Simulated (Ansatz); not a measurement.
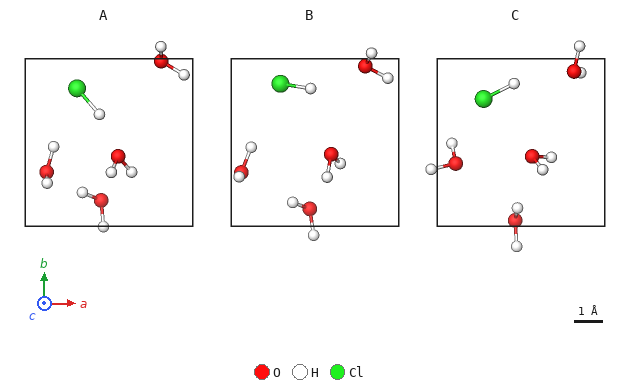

3 geometries from one relaxation of an amorphous cell of composition H9ClO4, in shuffled order. The picture is a ball-and-stick view of the cell of the calculation, seen along the c axis.

The cell holds 4 H2O + 1 HCl. The run prepares the start of a later molecular dynamics calculation, from a guessed geometry.

All numbers below come from Ansatz, DFT r2SCAN-D3(BJ), scalar-relativistic, plane waves, PAW. (plane-wave cutoff 500 eV; k-point mesh 1 × 1 × 1; occupations fermi dirac; smearing width 0.02 eV; no spin polarisation; atoms relaxed in a fixed cell; force threshold 0.3 eV/Å; at most 15 steps)

### Order the frames from highest to lowest energy.

C, B, A. They are steps 0, 6, 12, at +147 meV per atom, +36.1 meV per atom relative to the last. Over 12 geometry steps the energy falls by 147 meV per atom. The largest force component goes from 0.94 to 0.2 eV/Å. The largest moves, 1.13 Å, are those of H atoms. By element the largest moves are H 1.13 Å, O 0.74 Å, Cl 0.50 Å. The lattice vectors keep their values. Among the contacts that change: Cl–H 1.280 → 1.338 Å, H–O 0.969 → 0.976 Å.

Limits of the set-up: the program's low-accuracy preset was used; the periodic images lie only 6.1 Å apart, so the values are limited by the cell's size.
